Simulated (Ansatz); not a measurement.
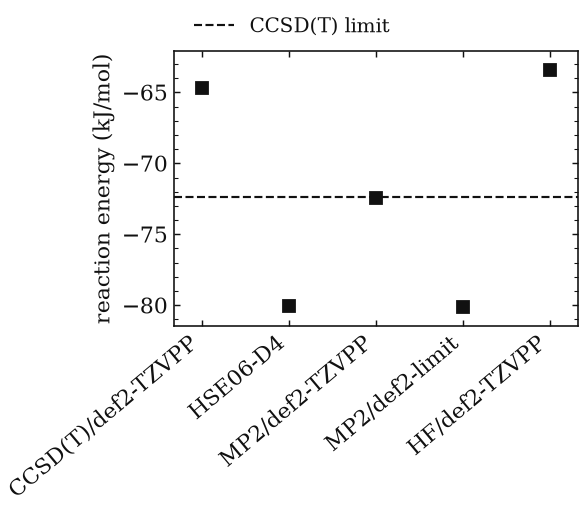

Electronic reaction energy of BGeNH₆ (B[NH][GeH3]) + GeH₄Te ([GeH3][TeH]) → Ge₂H₆Te ([GeH3][Te][GeH3]) + BNH₄ (BN) (SMILES in brackets) at several levels (functionals in def2-TZVPP unless a basis is named), isolated molecules at PBE0-D4 triple-zeta geometries, minima by their frequencies, no zero-point or thermal terms, the Ansatz code 0.2.0. The line is frozen-core CCSD(T) at the basis limit (MP2 extrapolated from triple and quadruple zeta, plus CCSD(T) less MP2 in a smaller set). The distance of CCSD(T)/def2-TZVPP and MP2/def2-TZVPP to the limit includes basis error. Core potentials past Kr. The limit lies 7.7 kJ/mol from CCSD(T)/def2-TZVPP, so the line itself is uncertain by a part of that.

**What range do the values span, the line included?**

From −80.1 kJ/mol (MP2/def2-limit) to −63.4 kJ/mol (HF/def2-TZVPP).

**Give the values.**

```tsv
level	kJ/mol	less CCSD(T) limit
CCSD(T)/def2-TZVPP	−64.7	7.7
HSE06-D4	−80.0	−7.6
MP2/def2-TZVPP	−72.4	0.0
MP2/def2-limit	−80.1	−7.7
HF/def2-TZVPP	−63.4	9.0
CCSD(T) limit	−72.4	0.0
```

Note: no scalar relativity up to krypton; outer-core shells are correlated without core-valence functions, which makes the correlated values less sure; spin-orbit coupling is left out, and with Te it can shift these values.
